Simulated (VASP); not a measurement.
Band structure of AlN (relaxed from the CsCl type structure, space group Pm-3m). Calculation: r2SCAN meta-GGA, VASP's PBE PAW potentials (set 64) (plane waves; VASP 6.6.1).

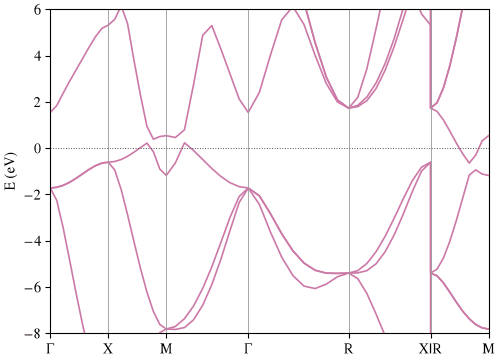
Bands along high-symmetry lines, zero at the valence-band maximum or, without a gap, the Fermi level

Q: Read the plot: is there a gap, and where are the band edges?

A: It has no gap at this level: it comes out as a metal or semimetal.

The structure was generated: AlN was put into the CsCl type type (Pm-3m), which need not be its known phase. It was relaxed first, which changed the volume by +11 %.
